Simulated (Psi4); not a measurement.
**Geometry relaxation, with input and output: CH4ClSi (part 2 of 2)**

CH4ClSi, multiplicity 2, SMILES [CH2][SiH2]Cl; MP2/6-31G, UHF (Psi4 1.11). The atoms were displaced at random from an optimised geometry.

Geometry of the input (Å):
```
C  -0.9166  0.1528  -0.5844
Si 0.6984  0.0065  0.3023
Cl 0.6338  -1.3536  1.7928
H  -1.1595  -0.4837  -1.4059
H  -1.7334  0.6726  -0.2690
H  1.0111  1.3072  0.9318
H  1.7336  -0.3697  -0.6114
```

The program's output, continued:
```
	Computing DF-MP2 energy using SCF MOs (Canonical DF-MP2)...
	=======================================================================
	Nuclear Repulsion Energy (a.u.)    :   131.42730030249288
	DF-HF Energy (a.u.)                :  -788.51655073665574
	REF Energy (a.u.)                  :  -788.51655073665574
	Alpha-Alpha Contribution (a.u.)    :    -0.01863094724006
	Alpha-Beta Contribution (a.u.)     :    -0.13287032760749
	Beta-Beta Contribution (a.u.)      :    -0.01283674005711
	Scaled_SS Correlation Energy (a.u.):    -0.01048922909906
	Scaled_OS Correlation Energy (a.u.):    -0.15944439312898
	DF-SCS-MP2 Total Energy (a.u.)     :  -788.68648435888372
	DF-SOS-MP2 Total Energy (a.u.)     :  -788.68928216254551
	DF-SCS(N)-MP2 Total Energy (a.u.)  :  -788.57193386629876
	DF-MP2 Correlation Energy (a.u.)   :    -0.16433801490466
	DF-MP2 Total Energy (a.u.)         :  -788.68088875156036
	=======================================================================

	Computing unrelaxed response density matrices...

	Forming independent-pairs...
	Number of alpha independent-pairs:462
	Number of beta independent-pairs :460
	Computing the generalized Fock matrix (GFM)...
	Computing the orbital gradient...
	Forming effective orbital gradient...
	Solving orbital Z-vector equations...

	            PCG Solver
	   ------------------------------
	Iter     RMS Z Vector        RMS Residual
	----    ---------------    ---------------
	  1         4.99e-04         4.05e-04
	  2         3.24e-04         1.51e-04
	  3         1.55e-04         4.30e-05
	  4         2.81e-05         1.87e-05
	  5         1.23e-05         5.09e-06
	  6         3.26e-06         1.65e-06
	  7         1.02e-06         5.40e-07
	  8         5.50e-07         2.28e-07
	  9         2.03e-07         5.04e-08
	 10         3.32e-08         1.23e-08

	Computing the relaxed PDMs and GFM...

	total time  =          1 seconds =       0.02 minutes

	Forming Gamma^tilde...
	Backtransforming OPDM, TPDM, and GFM to the AO basis...

	total time  =          0 seconds =       0.00 minutes
    Molecular point group: c1
    Full point group: C1

    Geometry (in Bohr), charge = 0, multiplicity = 2:

       Center              X                  Y                   Z
    ------------   -----------------  -----------------  -----------------
         C           -2.535286406866     1.353465021288    -2.722549898913
         SI           0.598920634978     1.227915762569    -1.052664693360
         CL           0.481990399481    -1.641039259726     2.034065627779
         H           -2.947993648992     0.151141785325    -4.338601685363
         H           -4.088364530513     2.503859372758    -2.021158583997
         H            1.203804495514     3.685052882308     0.214582852639
         H            2.670126780403     0.397594426349    -2.792901532055

  -Total gradient:
     Atom            X                  Y                   Z
    ------   -----------------  -----------------  -----------------
       1       -0.000083733880     0.000021269682    -0.000034722840
       2        0.000041239606    -0.000047652075     0.000021510571
       3        0.000008189977     0.000072408864    -0.000051979245
       4        0.000003024561     0.000017979214    -0.000029379511
       5       -0.000012572928    -0.000035201373     0.000038007853
       6        0.000028889769    -0.000026470986    -0.000013508515
       7        0.000014962894    -0.000002333325     0.000070071688
```

Standard output:
```
Step[ FC]     Time          Energy          fmax
BFGSLineSearch:    0[  0] 19:59:01   -21460.530071       4.0274
BFGSLineSearch:    1[  2] 19:59:09   -21460.914462       2.7116
BFGSLineSearch:    2[  4] 19:59:18   -21461.068051       0.7432
BFGSLineSearch:    3[  6] 19:59:25   -21461.094219       0.3972
BFGSLineSearch:    4[  8] 19:59:32   -21461.097426       0.1217
BFGSLineSearch:    5[ 10] 19:59:40   -21461.098402       0.1087
BFGSLineSearch:    6[ 11] 19:59:45   -21461.099364       0.1049
BFGSLineSearch:    7[ 13] 19:59:52   -21461.099679       0.0369
BFGSLineSearch:    8[ 14] 19:59:58   -21461.099873       0.0313
BFGSLineSearch:    9[ 15] 20:00:03   -21461.099975       0.0101
BFGSLineSearch:   10[ 17] 20:00:11   -21461.100055       0.0192
BFGSLineSearch:   11[ 19] 20:00:18   -21461.100114       0.0048
converged: True
C     -0.954407     0.126094    -0.611046
Si     0.704144     0.059656     0.272619
Cl     0.642267    -1.458529     1.906047
H     -1.172803    -0.510148    -1.466224
H     -1.776261     0.734856    -0.239885
H      1.024234     1.359917     0.943218
H      1.800179    -0.379731    -0.648274
```

Trajectory as extended XYZ (Å, eV, eV/Å), 20 frames, from step=0 to step=19:
```
7
Properties=species:S:1:pos:R:3:forces:R:3 step=0 energy=-21460.53025
C    -0.9166    0.1528   -0.5844    1.5246  -1.4068  -0.9464
Si    0.6984    0.0065    0.3023   -0.3832   2.9043  -1.7232
Cl    0.6338   -1.3536    1.7928   -0.1227  -2.7649   2.9258
H    -1.1595   -0.4837   -1.4059    0.0789  -0.5810  -0.7852
H    -1.7334    0.6726   -0.2690   -2.2471   1.8703   1.2778
H     1.0111    1.3072    0.9318    0.1539   0.3857   0.1584
H     1.7336   -0.3697   -0.6114    0.9957  -0.4076  -0.9072
7
Properties=species:S:1:pos:R:3:forces:R:3 step=1 energy=-21460.16837
C    -0.8423    0.1024   -0.6581   -6.2817   3.1822   0.7901
Si    0.6779    0.1703    0.1900    2.8919  -2.6409   1.3764
Cl    0.6263   -1.4714    1.9114   -0.0365   0.7716  -0.7456
H    -1.1570   -0.4930   -1.4716    0.0348  -0.8701  -0.9444
H    -1.8464    0.7850   -0.2322    3.1738  -2.0634  -1.2300
H     1.0173    1.3458    0.9130    0.2160   1.3726   0.6345
H     1.7816   -0.3704   -0.6831    0.0017   0.2478   0.1189
7
Properties=species:S:1:pos:R:3:forces:R:3 step=2 energy=-21460.91464
C    -0.8890    0.1341   -0.6117   -2.4694   1.1060   0.1783
Si    0.6908    0.0673    0.2606    0.7704   0.1650   0.0800
Cl    0.6310   -1.3974    1.8369   -0.0566  -0.8277   0.8751
H    -1.1586   -0.4871   -1.4303    0.0652  -0.7127  -0.8625
H    -1.7753    0.7143   -0.2553    0.9011  -0.3007  -0.0862
H     1.0134    1.3215    0.9248    0.1706   0.7568   0.3120
H     1.7514   -0.3699   -0.6380    0.6186  -0.1866  -0.4968
7
Properties=species:S:1:pos:R:3:forces:R:3 step=3 energy=-21460.18868
C    -1.0526    0.2153   -0.6690    7.2367  -5.4895  -3.7482
Si    0.7548    0.1738    0.1761   -1.6856  -1.7643   0.0720
Cl    0.6314   -1.5128    1.9328    0.1196   1.1062  -1.1273
H    -1.1429   -0.5397   -1.5716   -0.4219   1.8632   2.0026
H    -1.7456    0.7563   -0.2808   -5.1892   3.5212   2.3050
H     1.0397    1.4168    0.9058    0.2902   0.4281   0.1846
H     1.8362   -0.3737   -0.7514   -0.3499   0.3351   0.3113
7
Properties=species:S:1:pos:R:3:forces:R:3 step=4 energy=-21461.06823
C    -0.9364    0.1576   -0.6283    0.0673  -0.4761  -0.5569
Si    0.7093    0.0982    0.2362   -0.1586  -0.6092   0.1562
Cl    0.6312   -1.4308    1.8646    0.0014  -0.0219   0.0244
H    -1.1540   -0.5023   -1.4712    0.0466   0.0955   0.0859
H    -1.7667    0.7265   -0.2627   -0.4626   0.3933   0.2516
H     1.0210    1.3491    0.9193    0.2040   0.6572   0.2808
H     1.7759   -0.3710   -0.6708    0.3019  -0.0389  -0.2420
7
Properties=species:S:1:pos:R:3:forces:R:3 step=5 energy=-21460.91508
C    -0.9734    0.1638   -0.6882    0.7021   1.7265   2.7193
Si    0.7158    0.0737    0.2449   -0.0862   1.2953  -0.2392
Cl    0.6366   -1.4199    1.8787    0.0093  -0.1067   0.0660
H    -1.1415   -0.4764   -1.4885   -0.6613  -1.1057  -1.6130
H    -1.7886    0.7916   -0.2466    0.6156  -0.7030  -0.6848
H     1.0514    1.4617    0.9460   -0.2785  -1.1843  -0.5943
H     1.8258   -0.3475   -0.7133   -0.3010   0.0780   0.3461
7
Properties=species:S:1:pos:R:3:forces:R:3 step=6 energy=-21461.09439
C    -0.9464    0.1593   -0.6445    0.2435   0.0811   0.2869
Si    0.7110    0.0916    0.2385   -0.1347  -0.0077   0.0977
Cl    0.6326   -1.4278    1.8684    0.0037  -0.0416   0.0318
H    -1.1507   -0.4953   -1.4759   -0.1479  -0.1823  -0.3205
H    -1.7726    0.7440   -0.2584   -0.1388   0.0896   0.0016
H     1.0292    1.3795    0.9265    0.0449   0.0595  -0.0209
H     1.7894   -0.3647   -0.6823    0.1292   0.0013  -0.0766
7
Properties=species:S:1:pos:R:3:forces:R:3 step=7 energy=-21461.03177
C    -0.9332    0.1724   -0.6343   -1.0701  -0.7934  -1.2776
Si    0.7014    0.0806    0.2454    0.8628   0.5402  -0.0605
Cl    0.6355   -1.4248    1.8616   -0.0066  -0.1746   0.1760
H    -1.1617   -0.5073   -1.5185    0.3072   0.9499   1.1857
H    -1.7850    0.7630   -0.2653    0.3616  -0.1920  -0.1302
H     1.0410    1.4088    0.9219   -0.1021  -0.4514  -0.2079
H     1.8123   -0.3588   -0.7053   -0.3528   0.1212   0.3146
7
Properties=species:S:1:pos:R:3:forces:R:3 step=8 energy=-21461.09760
C    -0.9440    0.1616   -0.6427    0.0060  -0.1063  -0.0232
Si    0.7093    0.0896    0.2397    0.0440   0.0896   0.0697
Cl    0.6331   -1.4273    1.8672    0.0019  -0.0639   0.0560
H    -1.1526   -0.4974   -1.4833   -0.0601   0.0504  -0.0176
H    -1.7748    0.7474   -0.2596   -0.0497   0.0392  -0.0234
H     1.0313    1.3846    0.9257    0.0183  -0.0347  -0.0575
H     1.7934   -0.3637   -0.6863    0.0396   0.0257  -0.0041
7
Properties=species:S:1:pos:R:3:forces:R:3 step=9 energy=-21461.09742
C    -0.9475    0.1560   -0.6468   -0.0091   0.0538   0.1195
Si    0.7121    0.0942    0.2458   -0.0591  -0.1575  -0.2936
Cl    0.6323   -1.4295    1.8648    0.0143  -0.0463   0.0705
H    -1.1615   -0.4927   -1.4939   -0.0005   0.0181  -0.0018
H    -1.7792    0.7519   -0.2685    0.0724  -0.0467  -0.0571
H     1.0330    1.3860    0.9155    0.0411   0.1112   0.0521
H     1.7979   -0.3591   -0.6929   -0.0590   0.0673   0.1103
7
Properties=species:S:1:pos:R:3:forces:R:3 step=10 energy=-21461.09858
C    -0.9457    0.1589   -0.6446   -0.0005  -0.0294   0.0461
Si    0.7107    0.0918    0.2426   -0.0056  -0.0281  -0.1049
Cl    0.6327   -1.4283    1.8661    0.0078  -0.0555   0.0630
H    -1.1568   -0.4952   -1.4884   -0.0316   0.0346  -0.0103
H    -1.7769    0.7495   -0.2638    0.0090  -0.0018  -0.0398
H     1.0321    1.3853    0.9208    0.0290   0.0343  -0.0051
H     1.7956   -0.3615   -0.6895   -0.0082   0.0459   0.0510
7
Properties=species:S:1:pos:R:3:forces:R:3 step=11 energy=-21461.09954
C    -0.9489    0.1557   -0.6427   -0.0402   0.0084  -0.0282
Si    0.7121    0.0943    0.2383   -0.0921   0.0080   0.0496
Cl    0.6328   -1.4303    1.8696    0.0230   0.0241  -0.0194
H    -1.1669   -0.4839   -1.4965    0.0288   0.0045   0.0165
H    -1.7790    0.7562   -0.2744    0.0393   0.0042   0.0171
H     1.0364    1.3941    0.9133   -0.0060  -0.0408  -0.0248
H     1.7979   -0.3494   -0.6887    0.0472  -0.0083  -0.0108
7
Properties=species:S:1:pos:R:3:forces:R:3 step=12 energy=-21461.09957
C    -0.9489    0.1553   -0.6435   -0.0020   0.0096  -0.0094
Si    0.7069    0.0944    0.2384    0.1264  -0.0524  -0.0060
Cl    0.6366   -1.4303    1.8698    0.0093   0.0244  -0.0180
H    -1.1639   -0.4827   -1.4964   -0.0023  -0.0335  -0.0421
H    -1.7745    0.7569   -0.2745   -0.0473   0.0460   0.0282
H     1.0388    1.3921    0.9109   -0.0244  -0.0168  -0.0089
H     1.8032   -0.3487   -0.6885   -0.0597   0.0228   0.0561
7
Properties=species:S:1:pos:R:3:forces:R:3 step=13 energy=-21461.09985
C    -0.9489    0.1555   -0.6431   -0.0205   0.0091  -0.0185
Si    0.7094    0.0943    0.2384    0.0200  -0.0232   0.0206
Cl    0.6348   -1.4303    1.8697    0.0160   0.0242  -0.0187
H    -1.1653   -0.4833   -1.4964    0.0129  -0.0149  -0.0134
H    -1.7767    0.7566   -0.2745   -0.0050   0.0255   0.0227
H     1.0376    1.3931    0.9121   -0.0154  -0.0285  -0.0166
H     1.8006   -0.3490   -0.6886   -0.0079   0.0078   0.0239
7
Properties=species:S:1:pos:R:3:forces:R:3 step=14 energy=-21461.10005
C    -0.9507    0.1565   -0.6443    0.0016   0.0065   0.0181
Si    0.7078    0.0921    0.2392   -0.0016  -0.0131  -0.0126
Cl    0.6367   -1.4288    1.8693    0.0083  -0.0069   0.0098
H    -1.1630   -0.4858   -1.4966   -0.0208   0.0152   0.0005
H    -1.7768    0.7588   -0.2704    0.0146  -0.0142  -0.0238
H     1.0355    1.3889    0.9112   -0.0066   0.0150   0.0055
H     1.8002   -0.3492   -0.6853    0.0046  -0.0025   0.0025
7
Properties=species:S:1:pos:R:3:forces:R:3 step=15 energy=-21461.10015
C    -0.9510    0.1565   -0.6442   -0.0026   0.0027   0.0027
Si    0.7075    0.0922    0.2387    0.0031  -0.0073  -0.0025
Cl    0.6371   -1.4289    1.8697    0.0088   0.0004   0.0022
H    -1.1653   -0.4837   -1.4974   -0.0079   0.0044  -0.0028
H    -1.7770    0.7594   -0.2725    0.0073   0.0006  -0.0054
H     1.0347    1.3901    0.9103   -0.0096   0.0025   0.0016
H     1.8006   -0.3483   -0.6855    0.0008  -0.0033   0.0043
7
Properties=species:S:1:pos:R:3:forces:R:3 step=16 energy=-21461.10021
C    -0.9520    0.1565   -0.6445   -0.0017  -0.0010  -0.0048
Si    0.7066    0.0917    0.2384    0.0033  -0.0008   0.0015
Cl    0.6383   -1.4287    1.8702    0.0070   0.0016  -0.0001
H    -1.1680   -0.4819   -1.4986   -0.0007  -0.0010  -0.0029
H    -1.7771    0.7610   -0.2739    0.0026   0.0075   0.0036
H     1.0323    1.3907    0.9093   -0.0096  -0.0023   0.0005
H     1.8007   -0.3480   -0.6850   -0.0009  -0.0041   0.0023
7
Properties=species:S:1:pos:R:3:forces:R:3 step=17 energy=-21461.10023
C    -0.9530    0.1566   -0.6448   -0.0010  -0.0046  -0.0124
Si    0.7057    0.0913    0.2380    0.0034   0.0056   0.0054
Cl    0.6395   -1.4285    1.8707    0.0051   0.0029  -0.0024
H    -1.1706   -0.4800   -1.4998    0.0064  -0.0063  -0.0029
H    -1.7772    0.7625   -0.2753   -0.0019   0.0144   0.0125
H     1.0298    1.3912    0.9084   -0.0096  -0.0072  -0.0006
H     1.8009   -0.3476   -0.6844   -0.0026  -0.0048   0.0003
7
Properties=species:S:1:pos:R:3:forces:R:3 step=18 energy=-21461.10027
C    -0.9537    0.1567   -0.6452    0.0011  -0.0033  -0.0070
Si    0.7050    0.0909    0.2379    0.0013   0.0044   0.0029
Cl    0.6404   -1.4282    1.8709    0.0030   0.0004  -0.0005
H    -1.1716   -0.4798   -1.5003    0.0039  -0.0042  -0.0012
H    -1.7770    0.7636   -0.2751   -0.0009   0.0096   0.0070
H     1.0276    1.3910    0.9084   -0.0065  -0.0039  -0.0001
H     1.8005   -0.3481   -0.6839   -0.0019  -0.0029  -0.0012
7
Properties=species:S:1:pos:R:3:forces:R:3 step=19 energy=-21461.10029
C    -0.9548    0.1568   -0.6459    0.0043  -0.0011   0.0018
Si    0.7038    0.0903    0.2378   -0.0021   0.0024  -0.0011
Cl    0.6419   -1.4278    1.8712   -0.0004  -0.0037   0.0027
H    -1.1731   -0.4795   -1.5011   -0.0002  -0.0009   0.0015
H    -1.7766    0.7655   -0.2747    0.0006   0.0018  -0.0019
H     1.0239    1.3906    0.9084   -0.0015   0.0014   0.0007
H     1.7998   -0.3490   -0.6831   -0.0008   0.0001  -0.0036
```

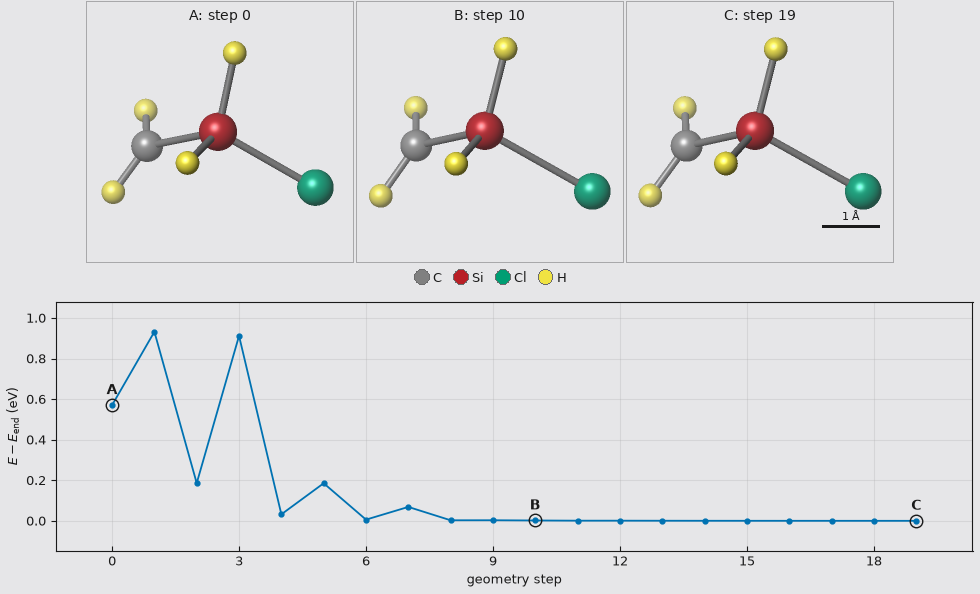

**Figure 1.** Frames of the relaxation (ball-and-stick view, seen at a tilt) above the curves, on which the letters mark them (steps are counted from 0).

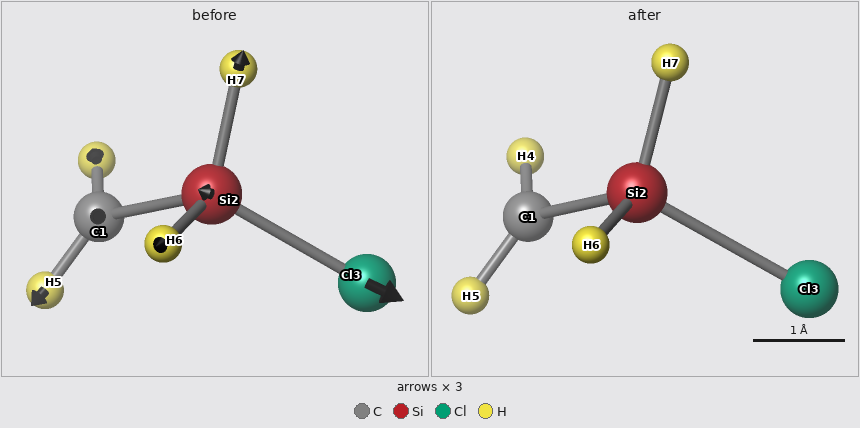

**Figure 2.** Before (left) and after (right) the relaxation, at one scale (ball-and-stick view, seen at a tilt). The black arrows give the displacements, magnified 3 times. Over 19 geometry steps the energy falls by 0.570 eV. Largest force component: 2.9 eV/Å at the start, 0.0043 eV/Å at the end. The largest move after the best rigid fit is that of Cl3, 0.15 Å. Largest moves by element: Cl 0.15 Å, H 0.08 Å, Si 0.06 Å, C 0.05 Å. Among the contacts that change: Si2–Cl3 2.019 → 2.231 Å, C1–H5 1.018 → 1.088 Å, Si2–H7 1.431 → 1.497 Å, C1–Si2 1.848 → 1.880 Å. Among the angles that change: H4–C1–H5 111.1° → 116.3°, Si2–C1–H5 126.4° → 121.7°, C1–Si2–H6 108.6° → 111.6°. (Atoms are counted from 1 in the order of the input.)

Results in brief:

```tsv
quantity	value
outcome	converged
total energy	−788.680889 hartree
SCF energy	−788.516551 hartree
MP2 energy	−788.680889 hartree
correlation energy	−0.164338 hartree
basis functions	43
⟨S²⟩	0.763
hardware	1 thread of Intel Xeon @ 2.50GHz (Skylake/Cascade Lake), 16 GiB of memory available, shared host
wall time	83 s
peak memory	0.69 GiB
```
